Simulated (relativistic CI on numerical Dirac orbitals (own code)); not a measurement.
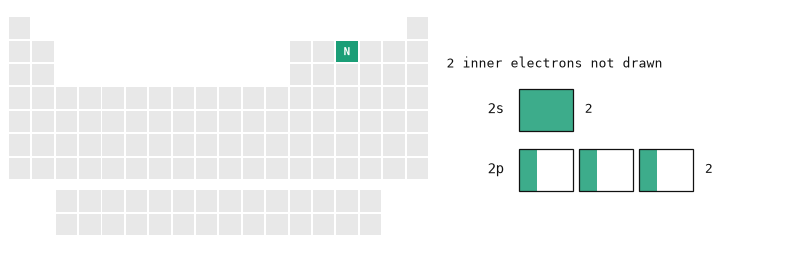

Figure 1. Left, the place of nitrogen in the periodic table; right, the outer shells of the leading configuration of the lowest level: a box for each of the 2l + 1 orbitals, shaded by the share of the shell that is filled, with the electron count at the right.

# Run report: N⁺, relativistic CI calculation

N⁺. Computed at this level: Dirac-Coulomb-Breit CI, KLI orbitals optimised for each configuration, model QED (radiative potential, 1s self-energy scaled to tabulated hydrogen-like ionisation energies), valence Slater integrals scaled by 0.85, P86 correlation energy added to each configuration (relativistic CI on numerical Dirac orbitals, in-house).

### Summary

- outcome: converged
- lowest level: 2s² 2p² ³P₀
- first excited level: 2s² 2p² ³P₁, 49 cm⁻¹
- levels computed: 19
- SCF iterations: 25
- hardware: 1 CPU thread, shared host

### Remarks

Caveats: near-neutral ion: configurations can be misplaced by up to about 10000 cm⁻¹, over 20000 where the f count changes; rates and lifetimes follow the computed energies and can be off by orders of magnitude; only a limited list of configurations is included, so lower levels can be missing.

### The input
```
atom N  Z=7  charge=1  electrons=6
nucleus A=14  rms_radius_fm=2.5582
hamiltonian dirac-coulomb  breit=on  qed=on  c_scale=1
orbitals kli  potential=per-configuration
slater_scale 0.85
correlation p86
mixing on
configurations
  [He] 2s2 2p2
  [He] 2s 2p3
  [He] 2s2 2p 3s
end
```

The run was one of a batch that the task file lists, launched with:
```bash
python <driver script> task.json out
```

The program writes its results to a structured record and prints no log; tables and figures of this report are taken from that record.

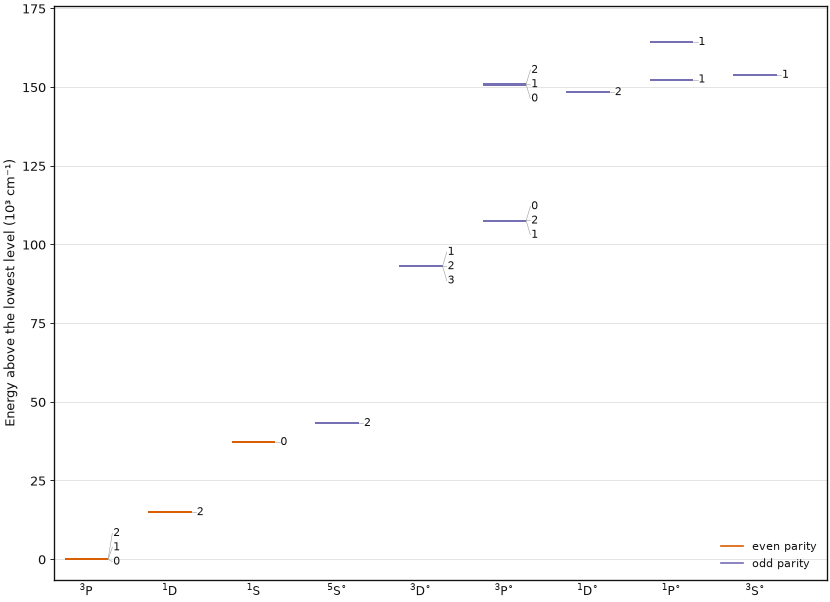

Figure 2. Level diagram of N⁺. The lowest level is 2s² 2p² ³P₀. The first excited level, 2s² 2p² ³P₁, lies at 48.8 cm⁻¹. The ground term spreads over 131 cm⁻¹ in the order J = 0, 1, 2, a normal multiplet. The lowest level of opposite parity, 2s 2p³ ⁵S°₂, is at 43,200 cm⁻¹. The levels are close to LS coupling (mean leading weight 99 % in LS and 71 % in jj).

```tsv
Configuration	Level	E (cm⁻¹)	Landé g	Lifetime (s; – stable or not computed)
2s² 2p²	³P₀	0	–	–
2s² 2p²	³P₁	48.8	1.501	4.8×10⁵
2s² 2p²	³P₂	131	1.501	1.3×10⁵
2s² 2p²	¹D₂	14,910	1.000	2.6×10²
2s² 2p²	¹S₀	37,160	–	2.5×10⁻¹
2s 2p³	⁵S°₂	43,220	2.002	8.4×10⁻³
2s 2p³	³D°₃	93,030	1.334	1.2×10⁻⁹
2s 2p³	³D°₂	93,040	1.167	1.2×10⁻⁹
2s 2p³	³D°₁	93,050	0.499	1.2×10⁻⁹
2s 2p³	³P°₁	107,500	1.501	7.0×10⁻¹⁰
2s 2p³	³P°₂	107,500	1.501	7.0×10⁻¹⁰
2s 2p³	³P°₀	107,500	–	7.0×10⁻¹⁰
2s 2p³	¹D°₂	148,300	1.000	1.4×10⁻¹⁰
2s² 2p 3s	³P°₀	150,800	–	7.5×10⁻¹⁰
2s² 2p 3s	³P°₁	150,800	1.500	7.4×10⁻¹⁰
2s² 2p 3s	³P°₂	150,900	1.501	7.5×10⁻¹⁰
2s² 2p 3s	¹P°₁	152,400	1.001	2.4×10⁻¹⁰
2s 2p³	³S°₁	153,800	2.002	6.7×10⁻¹¹
```
